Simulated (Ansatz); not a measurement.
**Energy against volume for Ni (hcp, Mg type)**

Ni (hcp, Mg type)

```xyz
2
Lattice="2.4460 0.0000 0.0000 -1.2230 2.1183 0.0000 0.0000 0.0000 4.0695" Properties=species:S:1:pos:R:3 pbc="T T T"
Ni     0.0000     1.4122     1.0174
Ni     1.2230     0.7061     3.0521
```

E(V) scan at fixed shape, V₀ the volume above. Symmetry pins the atoms to their sites.

Level of theory: r2SCAN (plane waves to 500 eV, PAW, scalar-relativistic; Ansatz, a first-principles code). k mesh 22×22×12 (Γ-centred), Fermi-Dirac smearing 0.05 eV. The energy includes the smearing's −TS. Compression counts positive. With the shape held, the modulus is that of even scaling; a crystal free to change shape is softer. Ni was relaxed with its symmetry unable to fall. Relaxed Ni ends ferromagnetic. This is one of several known forms of Ni; the measured ambient cells at hand have space group No. 225. Other magnetic orders were not checked, so this need not be the ground state. ΔE is measured from the relaxed starting cell.

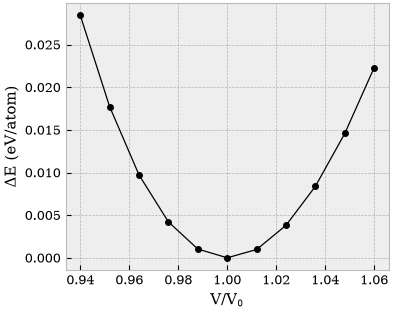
Figure: ΔE (eV/atom) against V/V₀; computed points joined by lines.

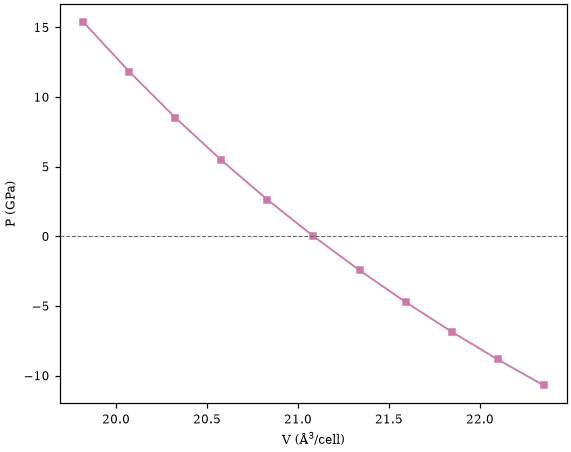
*P (GPa) against V (Å³/cell); markers are the computed points, lines only join them.*

The pressure for 5 % compression (fit) comes out as 12.4 GPa. The equilibrium volume of the fit is 10.54 Å³/atom, the bulk modulus at fixed cell shape B₀ (third-order Birch-Murnaghan fit) is 212 GPa and the pressure at the smallest volume is 15.4 GPa. The pressure derivative B₀′ (fit) comes out as 5.1.

P = (3B₀/2)(x⁷ − x⁵)[1 + ¾(B₀′ − 4)(x² − 1)] with x = (1/0.95)^(1/3), B₀ = 212 GPa and B₀′ = 5.05.

(Under strain, the slope of the energy per volume gives the stress and its curvature an elastic modulus.)
